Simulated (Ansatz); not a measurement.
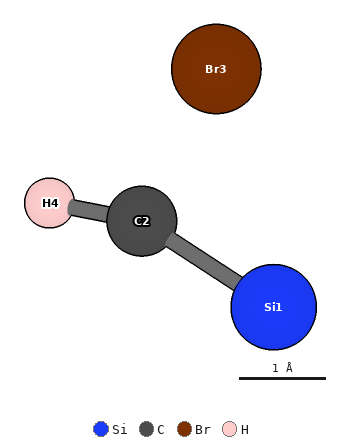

*The structure as given in the input (ball-and-stick view, seen at a tilt; atoms are numbered from 1 in the order of the input).*

**CHBrSi: geometry relaxation**

CHBrSi, computed with RKS PBE-D4/def2-SVP (Ansatz 0.2.0).

Figures and captions count atoms from 1; the log counts them from 0 in places.

Log:
```
Functional definition: PBE
  name "PBE"
  cite "Perdew, Burke & Ernzerhof, Phys. Rev. Lett. 77, 3865 (1996) doi:10.1103/PhysRevLett.77.3865"
  parent pbe
  parameter kappa = 0.804
  parameter beta = 0.06672455060314922
  exchange = pbe_x(kappa = kappa, mu = beta*pi^2/3)
  correlation = pbe_c(beta = beta)
757 factors; their error is unknown
mean field evaluation 1: about -78936.8953 eV, gradient 5.8e1 eV
mean field evaluation 2: about -78840.5353 eV, gradient 1.3e2 eV
mean field evaluation 4: about -78940.8053 eV, gradient 3.7e1 eV
mean field evaluation 8: about -78946.3744 eV, gradient 1.7e-1 eV
mean field evaluation 16: about -78946.2880 eV, gradient 6.5e-4 eV
mean field -78946.28798966 eV, -2901.2225719039 hartree, gradient 3.9e-5 eV, S^2 0.000000; 0 other end points of the search recorded, 0 dependent functions left out
the calculation of the forces begins
reference -78946.28801794 eV, -2901.2225729435 hartree; 28, 28 occupied and 41, 41 virtual orbitals, 757 factors
relax step   1: F+E_penalty+E_count = -78946.39459948 eV  Δ(F+E_penalty+E_count) = +0.000e0 eV  max|allowed force component| = 3.471e0 eV/Å  Δτ_max = 0.0000 Å  (28 SCF iters, accepted)
these checks for a lower state are left out or cut short: starts, cluster_reference, orbital_swaps, neighbouring_geometries, increment
757 factors; their error is unknown
mean field -78946.99146475 eV, -2901.2484241368 hartree, gradient 1.9e-5 eV, S^2 0.000000; 0 other end points of the search recorded, 0 dependent functions left out
the calculation of the forces begins
reference -78946.99149193 eV, -2901.2484251355 hartree; 28, 28 occupied and 41, 41 virtual orbitals, 757 factors
relax step   2: F+E_penalty+E_count = -78947.09828001 eV  Δ(F+E_penalty+E_count) = -7.037e-1 eV  max|allowed force component| = 1.197e0 eV/Å  Δτ_max = 0.1949 Å  (35 SCF iters, accepted)
these checks for a lower state are left out or cut short: starts, cluster_reference, orbital_swaps, neighbouring_geometries, increment
757 factors; their error is unknown
mean field evaluation 32: about -78947.0552 eV, gradient 3.7e-4 eV
mean field -78947.05523319 eV, -2901.2507675838 hartree, gradient 9.7e-6 eV, S^2 0.000000; 0 other end points of the search recorded, 0 dependent functions left out
the calculation of the forces begins
reference -78947.05526061 eV, -2901.2507685914 hartree; 28, 28 occupied and 41, 41 virtual orbitals, 757 factors
relax step   3: F+E_penalty+E_count = -78947.16233950 eV  Δ(F+E_penalty+E_count) = -6.406e-2 eV  max|allowed force component| = 4.393e-1 eV/Å  Δτ_max = 0.0629 Å  (30 SCF iters, accepted)
these checks for a lower state are left out or cut short: starts, cluster_reference, orbital_swaps, neighbouring_geometries, increment
757 factors; their error is unknown
mean field -78947.06046977 eV, -2901.2509600245 hartree, gradient 2.0e-5 eV, S^2 0.000000; 0 other end points of the search recorded, 0 dependent functions left out
the calculation of the forces begins
reference -78947.06049719 eV, -2901.2509610321 hartree; 28, 28 occupied and 41, 41 virtual orbitals, 757 factors
relax step   4: F+E_penalty+E_count = -78947.16750977 eV  Δ(F+E_penalty+E_count) = -5.170e-3 eV  max|allowed force component| = 1.201e-1 eV/Å  Δτ_max = 0.0111 Å  (29 SCF iters, accepted)
these checks for a lower state are left out or cut short: starts, cluster_reference, orbital_swaps, neighbouring_geometries, increment
757 factors; their error is unknown
mean field -78947.06308282 eV, -2901.2510560524 hartree, gradient 2.1e-5 eV, S^2 0.000000; 0 other end points of the search recorded, 0 dependent functions left out
the calculation of the forces begins
reference -78947.06311030 eV, -2901.2510570621 hartree; 28, 28 occupied and 41, 41 virtual orbitals, 757 factors
relax step   5: F+E_penalty+E_count = -78947.17011889 eV  Δ(F+E_penalty+E_count) = -2.609e-3 eV  max|allowed force component| = 7.803e-2 eV/Å  Δτ_max = 0.0190 Å  (28 SCF iters, accepted)
these checks for a lower state are left out or cut short: starts, cluster_reference, orbital_swaps, neighbouring_geometries, increment
757 factors; their error is unknown
mean field -78947.06421319 eV, -2901.2510975927 hartree, gradient 2.3e-5 eV, S^2 0.000000; 0 other end points of the search recorded, 0 dependent functions left out
the calculation of the forces begins
reference -78947.06424072 eV, -2901.2510986043 hartree; 28, 28 occupied and 41, 41 virtual orbitals, 757 factors
relax step   6: F+E_penalty+E_count = -78947.17127058 eV  Δ(F+E_penalty+E_count) = -1.152e-3 eV  max|allowed force component| = 3.239e-2 eV/Å  Δτ_max = 0.0200 Å  (29 SCF iters, accepted)
these checks for a lower state are left out or cut short: starts, cluster_reference, orbital_swaps, neighbouring_geometries, increment
757 factors; their error is unknown
mean field -78947.06428824 eV, -2901.2511003505 hartree, gradient 2.3e-5 eV, S^2 0.000000; 0 other end points of the search recorded, 0 dependent functions left out
the calculation of the forces begins
reference -78947.06431577 eV, -2901.2511013623 hartree; 28, 28 occupied and 41, 41 virtual orbitals, 757 factors
relax step   7: F+E_penalty+E_count = -78947.17133472 eV  Δ(F+E_penalty+E_count) = -6.414e-5 eV  max|allowed force component| = 6.372e-3 eV/Å  Δτ_max = 0.0027 Å  (22 SCF iters, accepted)
757 factors; their error is unknown
mean field evaluation 64: about -78937.0196 eV, gradient 6.2e1 eV
```

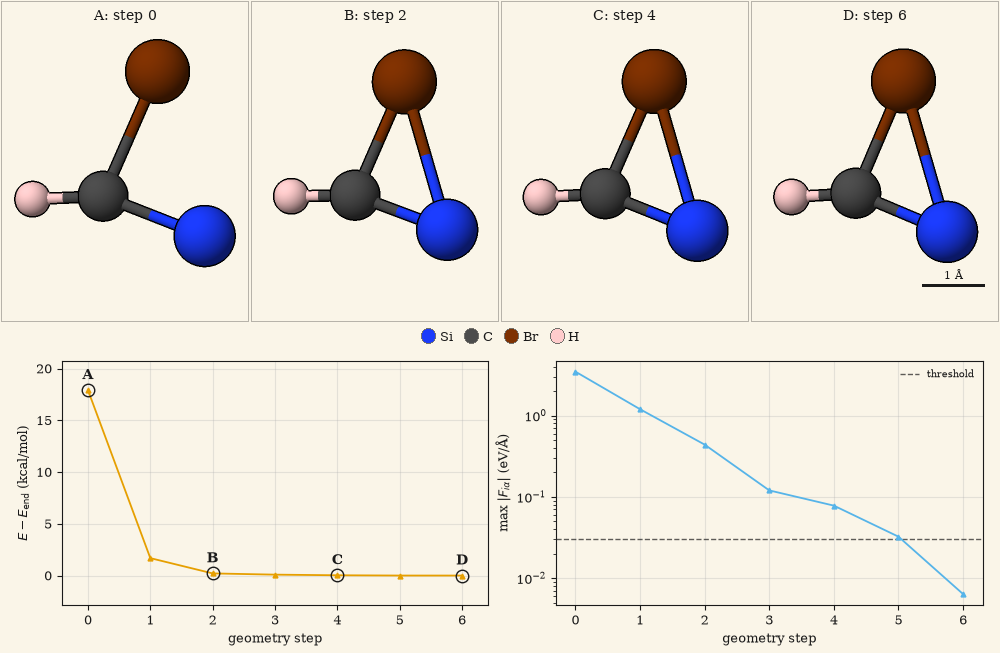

*Frames of the relaxation (ball-and-stick view, seen at a tilt) above the curves, on which the letters mark them (the first geometry is step 0 here and step 1 in the log).*

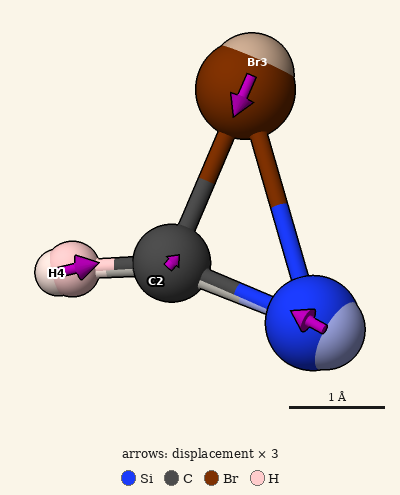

*Start (faint) and end (solid) with the displacements as pink arrows, magnified 3 times (ball-and-stick view, seen at a tilt). The two geometries are laid on each other by the best rigid fit.*

The energy falls by 17.9 kcal/mol in 6 geometry steps. Largest force component: 3.5 eV/Å at the start, 0.0064 eV/Å at the end. The atom that moves furthest after the best rigid fit is Br3 (0.17 Å). Largest moves by element: Br 0.17 Å, H 0.16 Å, Si 0.15 Å, C 0.07 Å. Among the contacts that change: Si1–Br3 2.913 → 2.675 Å, C2–Br3 2.220 → 1.992 Å, Si1–C2 1.909 → 1.736 Å, C2–H4 1.208 → 1.099 Å. Among the angles that change: Si1–C2–H4 157.4° → 155.0°, Si1–C2–Br3 89.4° → 91.4°. (Atoms are counted from 1 in the order of the input.)

```
mean field -78947.06428824 eV, -2901.2511003505 hartree, gradient 2.3e-5 eV, S^2 0.000000; 1 other end points of the search recorded, 0 dependent functions left out
the calculation of the forces begins
reference -78947.06431577 eV, -2901.2511013623 hartree; 28, 28 occupied and 41, 41 virtual orbitals, 757 factors
Total energy: -78947.17136225 eV, -2901.2550352480 hartree
Atom 0 at    -0.098611     1.565322     0.360165 Å, force     0.000887    -0.003811    -0.000195 eV/Å
Atom 1 at    -0.300604    -0.031513    -0.289941 Å, force     0.005677     0.004534     0.006372 eV/Å
Atom 2 at     1.157266    -0.741707     0.867041 Å, force    -0.005266     0.003437    -0.003896 eV/Å
Atom 3 at    -0.758051    -0.792101    -0.937265 Å, force    -0.001298    -0.004160    -0.002282 eV/Å
Dipole moment:    -0.089814    -0.006600    -0.085869 e Å
```

Trajectory as extended XYZ (Å, eV, eV/Å), 7 frames, from step=1 to step=7:
```
4
Properties=species:S:1:pos:R:3:forces:R:3 step=1 energy=-78946.39460
Si   -0.0913    1.7097    0.4087   -0.2210  -3.4709  -1.2095
C    -0.3487   -0.0300   -0.3344    0.4039   0.8250   0.6156
Br    1.2793   -0.7997    0.9643   -1.3752   0.8740  -1.0324
H    -0.8393   -0.8800   -1.0386    1.1924   1.7718   1.6263
4
Properties=species:S:1:pos:R:3:forces:R:3 step=2 energy=-78947.09828
Si   -0.0390    1.5685    0.4168   -0.4012  -1.1973  -0.7208
C    -0.3361   -0.0358   -0.3244    0.0091   0.7488   0.2248
Br    1.1494   -0.6842    0.8763    0.0767  -0.2066   0.0120
H    -0.7743   -0.8485   -0.9687    0.3154   0.6551   0.4841
4
Properties=species:S:1:pos:R:3:forces:R:3 step=3 energy=-78947.16234
Si   -0.0764    1.5413    0.3741    0.0151   0.4393   0.1410
C    -0.3256   -0.0178   -0.3094    0.1598  -0.3299   0.0541
Br    1.1542   -0.7195    0.8706   -0.0382   0.0009  -0.0355
H    -0.7522   -0.8040   -0.9352   -0.1367  -0.1103  -0.1597
4
Properties=species:S:1:pos:R:3:forces:R:3 step=4 energy=-78947.16751
Si   -0.0766    1.5521    0.3769   -0.0416   0.0568  -0.0223
C    -0.3224   -0.0221   -0.3075    0.1201  -0.0920   0.0851
Br    1.1541   -0.7213    0.8700   -0.0308  -0.0026  -0.0295
H    -0.7551   -0.8087   -0.9394   -0.0477   0.0379  -0.0333
4
Properties=species:S:1:pos:R:3:forces:R:3 step=5 energy=-78947.17012
Si   -0.0851    1.5558    0.3702   -0.0417  -0.0360  -0.0498
C    -0.3092   -0.0324   -0.2986    0.0230   0.0780   0.0454
Br    1.1573   -0.7251    0.8719   -0.0029  -0.0478  -0.0167
H    -0.7630   -0.7982   -0.9435    0.0216   0.0058   0.0211
4
Properties=species:S:1:pos:R:3:forces:R:3 step=6 energy=-78947.17127
Si   -0.0990    1.5658    0.3600    0.0002   0.0186   0.0056
C    -0.2997   -0.0310   -0.2890   -0.0260  -0.0277  -0.0324
Br    1.1554   -0.7422    0.8652    0.0260  -0.0092   0.0216
H    -0.7567   -0.7927   -0.9362   -0.0001   0.0183   0.0052
4
Properties=species:S:1:pos:R:3:forces:R:3 step=7 energy=-78947.17134
Si   -0.0986    1.5653    0.3602    0.0009  -0.0038  -0.0002
C    -0.3006   -0.0315   -0.2899    0.0057   0.0045   0.0064
Br    1.1573   -0.7417    0.8670   -0.0053   0.0034  -0.0039
H    -0.7581   -0.7921   -0.9373   -0.0013  -0.0042  -0.0023
```

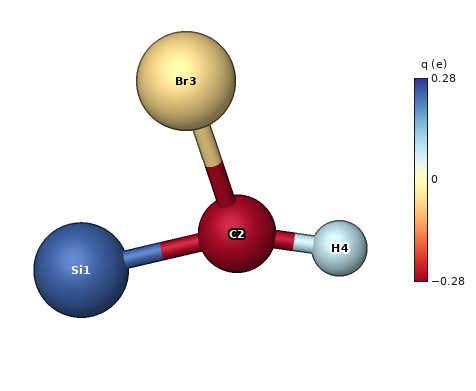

*Mulliken charges, as the colour of each atom (ball-and-stick view, seen at an oblique angle; atoms are numbered from 1 in the order of the input).*

By element: Si +0.24, C −0.27, Br −0.06 and H +0.09 e.

This output came from the following input.

The input:
```yaml
crystal:
  periodic: [false, false, false]
  atoms:
    - {symbol: Si, position_ang: [-0.091337, 1.709672, 0.408685]}
    - {symbol: C, position_ang: [-0.348672, -0.029969, -0.334439]}
    - {symbol: Br, position_ang: [1.279328, -0.799686, 0.964344]}
    - {symbol: H, position_ang: [-0.839319, -0.880017, -1.038590]}
basis:
  gaussian: {orbitals: def2-SVP}
hamiltonian: {xc: pbe, dispersion: d4}
relax: {f_tol: 0.03, max_steps: 250}
```

Run as:
```bash
ansatz run in.yaml --threads 2 --pin off --events-out ev --progress --plain --max-ram 4352MiB
```

Key numbers:

| quantity | value |
| --- | --- |
| outcome | converged |
| total energy | −78947.1714 eV |
| mean-field energy | −78947.0643 eV |
| dispersion energy | −0.1070 eV |
| SCF solution under orbital rotations | stable |
| largest force (length of the vector) at the end | 0.010 eV/Å |
| dipole moment | 0.60 D |
| hardware | 2 threads of Intel Xeon @ 2.50GHz, 11 GiB of memory available, shared host |
| wall time | 7 s (CPU time 13 s) |
| peak memory | 0.16 GiB |
